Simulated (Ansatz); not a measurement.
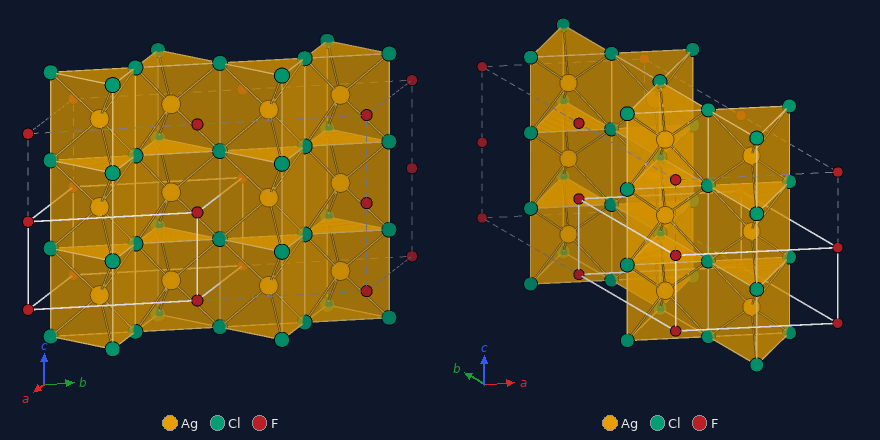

Polyhedra are drawn about Ag (bonds: Ag–Cl below 3 Å); other atoms are plain spheres. Two views of the same piece.

Ag2Cl3F (space group P6/mmm, No. 191). Coordinates: the geometry relaxed with Ansatz, DFT PBE, scalar-relativistic, plane waves, PAW; the starting structure was generated, so it need not be a known form of this composition.

> What figure surrounds each Ag atom, and what does it share with the other drawn polyhedra?

Ag: AgCl6 trigonal prism, sharing faces with two neighbours, corners with six neighbours and edges with three neighbours.

> How do these polyhedra hang together as a whole?

They form a three-dimensional framework of corner-, edge- and face-sharing trigonal prisms.
